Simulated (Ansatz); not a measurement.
Start from this file.

```
O Co
1.0
     2.97025    1.71487   -2.40695
     0.00000    3.42974    2.40695
     2.97025   -1.71487    2.40695
O Co
4 4
Direct
  0.50000 0.00000 0.00000
  0.00000 0.00000 0.50000
  0.00000 0.50000 0.00000
  0.50000 0.50000 0.50000
  0.00000 0.00000 0.00000
  0.50000 0.00000 0.50000
  0.50000 0.50000 0.00000
  0.00000 0.50000 0.50000
```

**Characterise the structure given above.**

Its composition is CoO. Strictly the space group is R-3m (No. 166, within 0.01 Å). It is a distorted form of a face-centred cubic structure, space group Fm-3m (No. 225) within 0.25 Å: rock salt (NaCl type). Content of the cell: 4 Co, 4 O (Z = 4). The neighbours of O are six Co in an octahedral arrangement at 2.10 Å. Around each Co lie six O in an octahedral arrangement at 2.10 Å. The bonds build a three-dimensional framework.

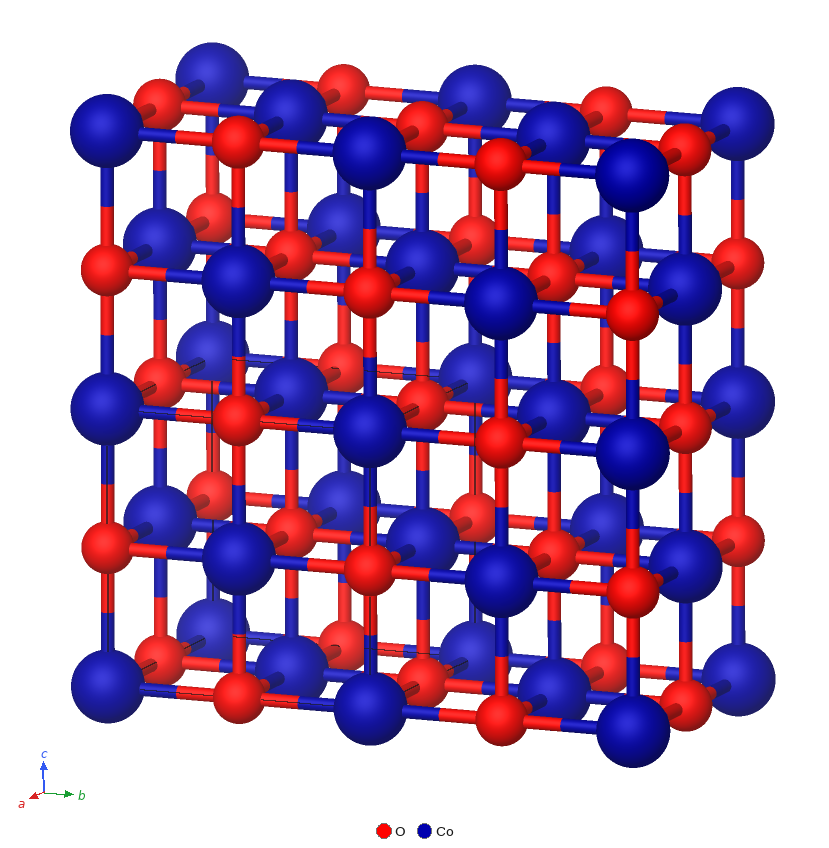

Shown here is a ball-and-stick view of the crystal, taken slightly off an axis. The drawn cell (a repeat of the simulation cell) (solid box) is repeated to 1×2×2 cells. Colours: cobalt blue, oxygen red.

The cell started as a structure listed in the Materials Project. Earlier steps of the study, as a rule a relaxation of our own, may have changed the cell and positions, so they can lie some per cent off the listed ones. It was run through Ansatz as a DFT input.

At this level of theory the run's own cell isn't at rest (stretched, at -18 GPa), so its distances can differ from those at equilibrium, the more so the softer the solid.
